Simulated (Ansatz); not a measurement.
GaH4ClO2: frequency calculation

The run: frequency calculation of GaH4ClO2. Method and program: RKS PBE0-D4/def2-SVP (Ansatz 0.2.0).

It belongs to a series of runs on one base structure; here: vibrations at the highest image of the band. Figures and captions count atoms from 1; the log counts them from 0 in places.

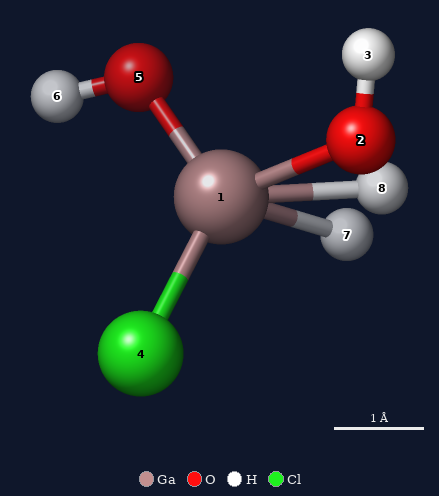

*The input geometry (ball-and-stick view, seen at a tilt; atoms are numbered from 1 in the order of the input). Sticks mark near contacts.*

Bond lengths as drawn: Cl–Ga 2.14 Å, Ga–H 1.82 to 1.84 Å, Ga–O 1.78 to 1.91 Å and H–O 0.96 to 0.97 Å.

## Input
```yaml
crystal:
  periodic: [false, false, false]
  atoms:
    - { symbol: Ga, position_ang: [-0.000885, 0.129965, 0.100527] }
    - { symbol: O, position_ang: [0.164991, 0.037078, 2.001905] }
    - { symbol: H, position_ang: [-0.617747, -0.264719, 2.484326] }
    - { symbol: Cl, position_ang: [1.697466, -0.436155, -1.072714] }
    - { symbol: O, position_ang: [-1.675373, -0.196727, -0.397084] }
    - { symbol: H, position_ang: [-1.770779, -0.442932, -1.322972] }
    - { symbol: H, position_ang: [0.181782, 1.837253, 0.714343] }
    - { symbol: H, position_ang: [0.148246, 1.275134, 1.535067] }
basis:
  gaussian: { orbitals: def2-SVP }
hamiltonian:
  xc: pbe0
  dispersion: d4
phonons: {}
```

Hardware: 2 threads of Intel Xeon (Granite Rapids), 32 GiB of memory available, shared host.

Command:
```bash
ansatz run input.yaml --threads 2 --pin off --max-ram 3072MiB --backend cpu --events-out ev --progress --plain --runs-dir out
```

## The program's output
```
Engine: ansatz 0.2.0, x86_64-unknown-linux-gnu
Functional definition: PBE0
  parameter a = 0.25
  parameter kappa = 0.804
  parameter beta = 0.06672455060314922
  exchange = (1 - a)*pbe_x(kappa = kappa, mu = beta*pi^2/3) + a*exact_x
  correlation = pbe_c(beta = beta)
1001 factors; integrals over basis functions are off by at most 4.4e-4 eV
mean field evaluation 1: about -69024.0300 eV, gradient 6.9e1 eV
mean field evaluation 2: about -69000.4227 eV, gradient 1.3e2 eV
mean field evaluation 4: about -69032.0456 eV, gradient 6.7e0 eV
mean field evaluation 8: about -69032.1283 eV, gradient 4.4e-1 eV
mean field evaluation 16: about -69032.1287 eV, gradient 9.1e-6 eV
mean field -69032.12870766 eV, -2536.8839383489 hartree, gradient 9.2e-6 eV, S^2 0.000000; 0 other end points of the search recorded, 0 dependent functions left out
the calculation of the forces begins
reference -69032.12873589 eV, -2536.8839393866 hartree; 34, 34 occupied and 64, 64 virtual orbitals, 1001 factors
these checks for a lower state are left out or cut short: stability, starts, cluster_reference, orbital_swaps, neighbouring_geometries, increment
1001 factors; integrals over basis functions are off by at most 4.4e-4 eV
mean field -69032.12865274 eV, -2536.8839363307 hartree, gradient 2.6e-6 eV, S^2 0.000000; 0 other end points of the search recorded, 0 dependent functions left out
[... from here on the field's lines of each further geometry are left out, up to the last ...]
the calculation of the forces begins
reference -69032.12871175 eV, -2536.8839384992 hartree; 34, 34 occupied and 64, 64 virtual orbitals, 1001 factors
these checks for a lower state are left out or cut short: stability, starts, cluster_reference, orbital_swaps, neighbouring_geometries, increment
1001 factors; integrals over basis functions are off by at most 4.4e-4 eV
mean field -69032.12870149 eV, -2536.8839381223 hartree, gradient 1.0e-6 eV, S^2 0.000000; 0 other end points of the search recorded, 0 dependent functions left out
the calculation of the forces begins
reference -69032.12872973 eV, -2536.8839391600 hartree; 34, 34 occupied and 64, 64 virtual orbitals, 1001 factors
WARN: phonons: modes at or below zero, which the zero-point energy, F, S and C_V leave out: 1, the lowest at -1212.89 cm⁻¹. A minimum has none, and a first-order saddle one
Total energy: -69032.26533817 eV, -2536.8889594277 hartree
Atom 0 at    -0.000885     0.129965     0.100527 Å, force     0.016235    -0.009084     0.020189 eV/Å
Atom 1 at     0.164991     0.037078     2.001905 Å, force    -0.021523     0.004080    -0.017903 eV/Å
Atom 2 at    -0.617747    -0.264719     2.484326 Å, force     0.013895    -0.001367    -0.001948 eV/Å
Atom 3 at     1.697466    -0.436155    -1.072714 Å, force    -0.010767     0.001833     0.003675 eV/Å
Atom 4 at    -1.675373    -0.196727    -0.397084 Å, force     0.018955    -0.000671    -0.015131 eV/Å
Atom 5 at    -1.770779    -0.442932    -1.322972 Å, force    -0.014743     0.002518     0.008776 eV/Å
Atom 6 at     0.181782     1.837253     0.714343 Å, force    -0.001507    -0.001032     0.001526 eV/Å
Atom 7 at     0.148246     1.275134     1.535067 Å, force    -0.000544     0.003723     0.000815 eV/Å
Dipole moment:    -0.339961     0.039948     0.118847 e Å
Vibrations: -1212.89 132.72 159.96 202.64 266.54 334.40 422.20 506.27 614.52 720.05 774.17 820.40 927.19 1337.99 1782.73 1924.25 3849.54 3917.25 cm⁻¹, zero-point energy 1.158807 eV
```

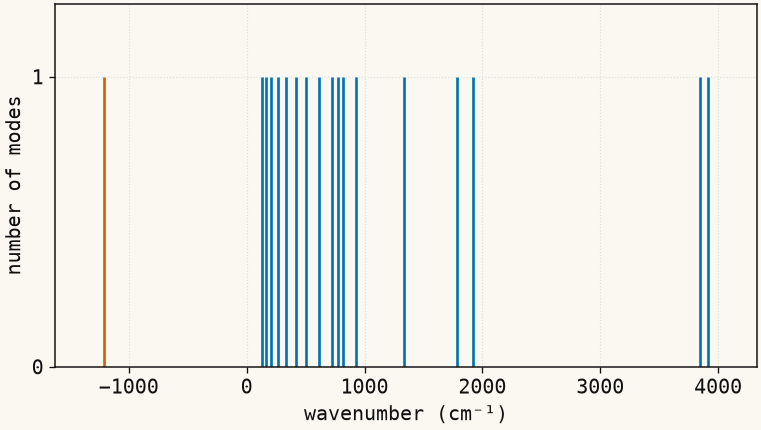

*Harmonic vibrational wavenumbers from the force constants; neighbouring modes closer than 23 cm⁻¹ are counted in one stick, and imaginary ones are drawn at negative wavenumbers.*

18 modes from 1213i to 3917 cm⁻¹, 1 imaginary beyond 8i (1213i cm⁻¹): a first-order saddle point, if the geometry is stationary.

## Key numbers

| quantity | value |
| --- | --- |
| outcome | converged |
| total energy | −69032.2653 eV |
| mean-field energy | −69032.1287 eV |
| largest force (length of the vector) | 0.028 eV/Å |
| wall time | 54 s (CPU time 1.7 min) |
| peak memory | 0.24 GiB |
